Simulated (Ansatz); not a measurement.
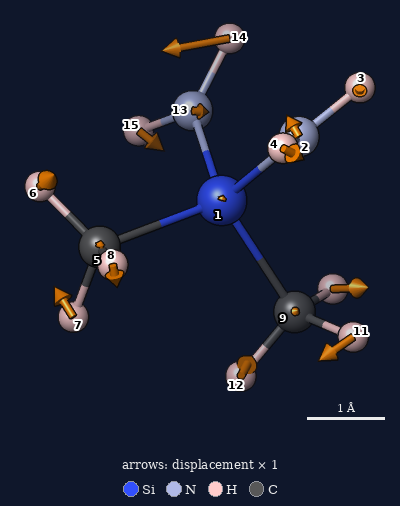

A relaxation of C$_{2}$H$_{10}$N$_{2}$Si. The starting structure is drawn; orange arrows show the displacements, at their true length. The two geometries are superimposed by the best rigid fit.

The picture is a ball-and-stick view, seen at a tilt.

The run prepares the start of a later molecular dynamics calculation, from a guessed geometry.

These are results of Ansatz, RKS PBE-D4/STO-3G, not measurements.

The input:
```yaml
crystal:
  periodic: [false, false, false]
  atoms:
    - { symbol: Si, position_ang: [0.0, 0.0, 0.0] }
    - { symbol: "N", position_ang: [0.0, 0.0, 1.82] }
    - { symbol: H, position_ang: [-0.877, -0.2713, 2.35] }
    - { symbol: H, position_ang: [0.877, 0.2713, 2.35] }
    - { symbol: C, position_ang: [1.7634, 0.0, -0.6227] }
    - { symbol: H, position_ang: [2.1111, -1.0463, -0.7509] }
    - { symbol: H, position_ang: [1.8119, 0.5276, -1.5981] }
    - { symbol: H, position_ang: [2.4154, 0.5187, 0.1108] }
    - { symbol: C, position_ang: [-0.8808, 1.5259, -0.6227] }
    - { symbol: H, position_ang: [-1.9334, 1.2723, -0.8671] }
    - { symbol: H, position_ang: [-0.8624, 2.3106, 0.1622] }
    - { symbol: H, position_ang: [-0.3704, 1.9025, -1.5336] }
    - { symbol: "N", position_ang: [-0.8572, -1.4851, -0.6061] }
    - { symbol: H, position_ang: [-1.3922, -2.1014, 0.0704] }
    - { symbol: H, position_ang: [-0.8219, -1.7344, -1.6357] }
basis:
  gaussian: { orbitals: STO-3G }
hamiltonian:
  xc: pbe
  dispersion: d4
relax:
  f_tol: 0.02
  max_steps: 40
output:
  orbitals: {}
```

Command:
```bash
ansatz run input.yaml --threads 1 --pin off --max-ram 2048MiB --backend cpu --events-out ev --progress --plain --runs-dir out
```

Atoms of which element are displaced furthest, and by how much?

Answer. Hydrogen: up to 0.95 Å, against 0.35 Å for nitrogen.

What happened in the run?

Answer. The energy falls by 0.843 eV in 14 accepted moves (15 points after the start). Largest force component: 2.2 eV/Å at the start, 0.0041 eV/Å at the end. The line search rejected the trial step at point 9 of the run. The largest move after the best rigid fit is that of H14, 0.95 Å. Largest moves by element: H 0.95 Å, N 0.35 Å, C 0.10 Å, Si 0.08 Å. Near-neighbour distances that change, for instance: Si1–N13 1.819 → 1.793 Å, Si1–C5 1.870 → 1.890 Å, C5–H6 1.110 → 1.102 Å. Among the angles between lasting bonds that change: H3–N2–H4 120.0° → 102.1°, Si1–N2–H3 120.0° → 107.3°, Si1–N2–H4 120.0° → 107.8°. Groups turn about Si1–C9 by about 35°, Si1–C5 by about 30°.

Limits of the set-up: STO-3G is a minimal basis, so the numbers are rough.
